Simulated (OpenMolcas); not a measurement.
## Energy and gradient calculation of C3H6OS (part 2 of 2)

C3H6OS, SMILES COC1CS1; HF/def2-TZVP, RHF (OpenMolcas 26.06). The geometry comes from this level: GFN2-xTB.

Geometry of the input (Å):
```
C  -1.3119  -0.3208  1.1697
O  -0.1825  -0.7383  0.4292
C  0.5208  0.2816  -0.1330
C  1.3665  -0.0226  -1.3048
S  -0.0770  0.9763  -1.7156
H  -2.0238  0.1996  0.5202
H  -1.0189  0.3448  1.9891
H  -1.7665  -1.2236  1.5702
H  0.8389  1.0629  0.5593
H  2.3209  0.4763  -1.4036
H  1.3333  -1.0362  -1.6808
```

## The program's output, continued
```
      Cartesian coordinates in angstrom:
      -----------------------------------------------------
      No.  Label        X            Y            Z
      -----------------------------------------------------
       1   C1        -1.31193000  -0.32082000   1.16969000
       2   O2        -0.18248000  -0.73834000   0.42921000
       3   C3         0.52081000   0.28160000  -0.13298000
       4   C4         1.36655000  -0.02262000  -1.30475000
       5   S5        -0.07701000   0.97633000  -1.71560000
       6   H6        -2.02376000   0.19963000   0.52025000
       7   H7        -1.01889000   0.34478000   1.98910000
       8   H8        -1.76648000  -1.22356000   1.57016000
       9   H9         0.83895000   1.06289000   0.55930000
      10   H10        2.32093000   0.47628000  -1.40362000
      11   H11        1.33333000  -1.03617000  -1.68076000
      -----------------------------------------------------
      Nuclear repulsion energy =  230.32260776
--

++    Orbital specifications:
      -----------------------

      Symmetry species               1
                                     a
      Frozen orbitals                0
      Occupied orbitals             24
      Secondary orbitals           173
      Deleted orbitals               0
      Total number of orbitals     197
      Number of basis functions    197
--

      Molecular charge                           0.000

++    Optimization specifications:
      ----------------------------

      SCF Algorithm: LK-RI/DF
      LK screening threshold:                     4.50E-02
      Local-Exchange (LK) algorithm.
       - the density matrix is decomposed
      The actual AO density is used
      Number of density matrices in core                 5
      Maximum number of NDDO SCF iterations            400
      Maximum number of HF SCF iterations              400
      Threshold for SCF energy change             1.00E-09
      Threshold for density matrix                1.00E-04
      Threshold for Fock matrix                   1.50E-04
      Threshold for linear dependence             1.00E-09
      Threshold at which DIIS is turned on        1.50E-01
      Maximum depth in the DIIS procedure                5
      Maximum depth in the BFGS Hessian update          30
      Threshold at which QNR/C2DIIS is turned on  7.50E-02
      Threshold for Norm(delta) (QNR/C2DIIS)      1.00E-03
      All orbitals punched on: SCFORB
--

      Input vectors read from INPORB
      Orbital file label: *Guess orbitals

++ Convergence information
                                   SCF        iterations: Energy and convergence statistics

Iter     Tot. SCF        One-elec.       Two-elec.     Energy      Max Dij or  Max Fij      DNorm      TNorm      AccCon     Time
         Energy          Energy          Energy        Change      Delta Norm                                                in Sec.
   1  -588.904812179 -1261.946105324   442.718685386   0.00E+00    1.90E-01*   1.23E-01*    6.99E+00   2.77E+02   None         2.
   2  -589.397035036 -1270.720483716   451.000840921  -4.92E-01*   9.06E-02*   6.03E-02*    7.16E+00   2.81E+02   EDIIS        2.
   3  -589.481344805 -1266.963155599   447.159203035  -8.43E-02*   1.44E-02*   1.54E-02*    7.08E+00   2.79E+02   c2DIIS       2.
   4  -589.530836563 -1268.170083776   448.316639454  -4.95E-02*   2.04E-02*   3.58E-03*    7.10E+00   2.79E+02   QNRc2DIIS    2.
   5  -589.531697597 -1268.258474423   448.404169067  -8.61E-04*   1.13E-02*   1.35E-03*    7.10E+00   2.79E+02   QNRc2DIIS    2.
   6  -589.531899596 -1268.256752708   448.402245353  -2.02E-04*   1.66E-03*   3.28E-04*    7.11E+00   2.79E+02   QNRc2DIIS    2.
   7  -589.531906091 -1268.229430398   448.374916549  -6.49E-06*   7.44E-04    1.33E-04     7.10E+00   2.79E+02   QNRc2DIIS    2.
   8  -589.531907166 -1268.236945142   448.382430217  -1.08E-06*   2.15E-04    2.43E-05     7.10E+00   2.79E+02   QNRc2DIIS    2.
   9  -589.531907231 -1268.237736135   448.383221145  -6.49E-08*   8.65E-05    8.33E-06     7.10E+00   2.79E+02   QNRc2DIIS    2.
  10  -589.531907239 -1268.237709570   448.383194573  -7.68E-09*   2.27E-05    3.78E-06     7.10E+00   2.79E+02   QNRc2DIIS    2.
  11  -589.531907239 -1268.237608346   448.383093348  -6.65E-10    7.23E-06    1.17E-06     7.10E+00   2.79E+02   QNRc2DIIS    2.

       Convergence after  11 Iterations
--

 *****************************************************************************************************************************
 *                                             SCF/KS-DFT Program, Final results                                             *
 *                                                       Final Results                                                       *
 *****************************************************************************************************************************

::    Total SCF energy                               -589.5319072393
      One-electron energy                           -1268.2376083461
      Two-electron energy                             448.3830933479
      Nuclear repulsion energy                        230.3226077589
      Kinetic energy (interpolated)                   589.3621446697
      Virial theorem                                    1.0002880446
      Total spin, S(S+1)                                0.0000000000
      Total spin, S                                     0.0000000000
      Max non-diagonal density matrix element           0.0000034463
      Max non-diagonal Fock matrix element              0.0000005939

      No orbitals printed

++    Molecular charges:
      ------------------

      Mulliken charges per centre
      ---------------------------

                C1      O2      C3      C4      S5      H6      H7      H8      H9      H10     H11
      Total    6.1132  8.3695  5.8964  6.1488 16.1658  0.8859  0.9035  0.8766  0.8953  0.8763  0.8687

      N-E     -0.1132 -0.3695  0.1036 -0.1488 -0.1658  0.1141  0.0965  0.1234  0.1047  0.1237  0.1313

      Total electronic charge=   48.000000

      Total            charge=   -0.000000
--

++    Molecular properties:
      ---------------------

      Charge (e):
                      =   -0.0000
      Dipole Moment (debye):
      Origin of the operator (angstrom)=    0.0134    0.2054   -0.5514
                   X=  5.8735E-01               Y= -4.4246E-02               Z=  1.7572E+00           Total=  1.8533E+00
      Quadrupole Moment (debye*angstrom):
      Origin of the operator (angstrom)=    0.0134    0.2054   -0.5514
                  XX= -3.3934E+01              XY=  3.1924E-01              XZ= -3.3893E+00              YY= -4.0494E+01
                  YZ=  2.4183E+00              ZZ= -3.6956E+01
      In traceless form (debye*angstrom)
                  XX=  4.7910E+00              XY=  4.7886E-01              XZ= -5.0839E+00              YY= -5.0486E+00
                  YZ=  3.6275E+00              ZZ=  2.5761E-01
--

--- Stop Module: scf /rc=_RC_ALL_IS_WELL_ ---
--- Module scf spent 21 seconds ---

--- Start Module: alaska ---

                                              &ALASKA

                       available to each process: 8.0 GB of memory, 4 threads

                     Threshold for contributions to the gradient: 1.000E-07

                    ********************************************
                    * Symmetry Adapted Cartesian Displacements *
                    ********************************************

           Irreducible representation : a
           Basis function(s) of irrep: x, y, xy, Rz, z, xz, Ry, yz, Rx, I

 Basis Label        Type   Center Phase
   1   C1           x         1     1
   2   C1           y         1     1
   3   C1           z         1     1
   4   O2           x         2     1
   5   O2           y         2     1
   6   O2           z         2     1
   7   C3           x         3     1
   8   C3           y         3     1
   9   C3           z         3     1
  10   C4           x         4     1
  11   C4           y         4     1
  12   C4           z         4     1
  13   S5           x         5     1
  14   S5           y         5     1
  15   S5           z         5     1
  16   H6           x         6     1
  17   H6           y         6     1
  18   H6           z         6     1
  19   H7           x         7     1
  20   H7           y         7     1
  21   H7           z         7     1
  22   H8           x         8     1
  23   H8           y         8     1
  24   H8           z         8     1
  25   H9           x         9     1
  26   H9           y         9     1
  27   H9           z         9     1
  28   H10          x        10     1
  29   H10          y        10     1
  30   H10          z        10     1
  31   H11          x        11     1
  32   H11          y        11     1
  33   H11          z        11     1

                     No automatic utilization of translational and rotational invariance of the energy is employed.

 RI-ERI gradients!

 **************************************************
 *              Molecular gradients               *
 **************************************************

  Irreducible representation: a
 ------------------------------------------------------------------------------------------
                              X                       Y                       Z
 ------------------------------------------------------------------------------------------
  C1               -2.26417902234566E-03    2.03937194390691E-03    3.58227613779150E-03
  O2                1.35098719169802E-03   -9.54553759525290E-03   -3.36682582797465E-03
  C3               -5.88502006731773E-04   -3.20780574407564E-03    3.18416700207269E-03
  C4               -1.59711869789625E-03    3.30592236424820E-03   -5.31596208622220E-03
  S5                2.80737784208007E-03   -3.13000879918768E-03    6.83829177337003E-04
  H6               -4.58008232680873E-03    4.18437545284212E-03   -4.55625616906108E-03
  H7                1.67538444334453E-03    4.68225339714268E-03    4.59802675363807E-03
  H8               -1.62924645933682E-03   -5.85437612264617E-03    1.14933736679856E-03
  H9                6.71570253422127E-04    9.46741973612486E-03    5.60590684088380E-03
  H10               4.73714182339346E-03    2.99739594482928E-03   -1.69009256025709E-03
  H11              -5.83333040757639E-04   -4.93901057792545E-03   -3.87440663504135E-03
 ------------------------------------------------------------------------------------------

--- Stop Module: alaska /rc=_RC_ALL_IS_WELL_ ---
--- Module alaska spent 14 seconds ---

.##################.
.# Happy landing! #.
.##################.

    Timing: Wall=43.92 User=45.25 System=3.02
```

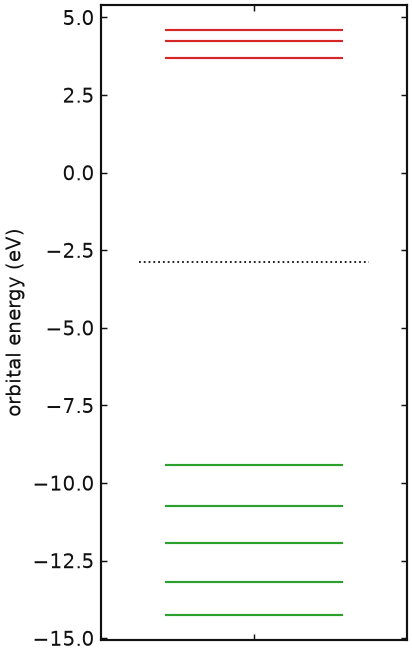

Figure 1. Orbital energies near the frontier; the dotted line parts filled from empty levels, and levels within 0.02 eV of each other stand side by side. Highest filled −9.43 eV, lowest empty 3.69 eV, 13.12 eV apart.
